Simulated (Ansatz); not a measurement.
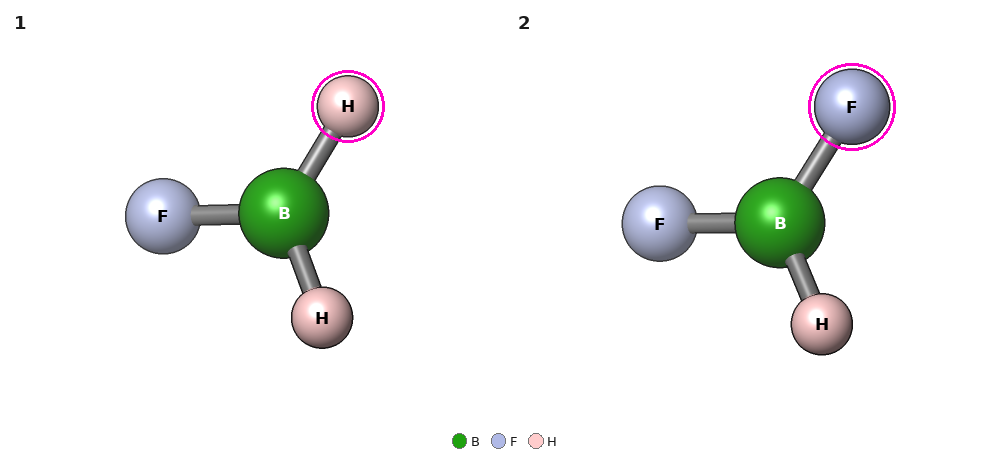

2 molecules with one skeleton, seen from the same side and at one scale; the atom that differs is circled. Each species is neutral and a spin singlet. Computed geometries: PBE0-D4/def2-TZVP optimisations, one conformation each. Properties computed with Ansatz 0.2.0.

One atom differs, called X below: H in panel 1, F in panel 2. Their formulas are BFH2 (`BF`), BF2H (`FBF`).

In which is the HOMO energy (Kohn–Sham orbital) higher (r2SCAN-D4/def2-TZVPP)?

In panel 1 (X = H).

In which is the vertical ionisation energy higher (r2SCAN-D4/def2-TZVPP)?

In panel 2 (X = F).

Give the values. With PBE0-D4/def2-TZVP: length of X–B (Å), angle X–B–H (°), dipole moment (D), harmonic zero-point energy (kJ/mol). With r2SCAN-D4/def2-TZVPP: HOMO energy (Kohn–Sham orbital) (eV), HOMO–LUMO gap (eV), vertical ionisation energy (eV).

```csv
quantity,1 (H),2 (F),2 − 1
length of X–B (Å),1.197,1.313,+0.116
angle X–B–H (°),124.4,121.0,−3.4
dipole moment (D),0.73,0.89,+0.16
harmonic zero-point energy (kJ/mol),59.2,47.1,−12.1
HOMO energy (Kohn–Sham orbital) (eV),−8.10,−9.54,−1.44
HOMO–LUMO gap (eV),6.33,8.63,+2.30
vertical ionisation energy (eV),12.21,13.72,+1.51
```
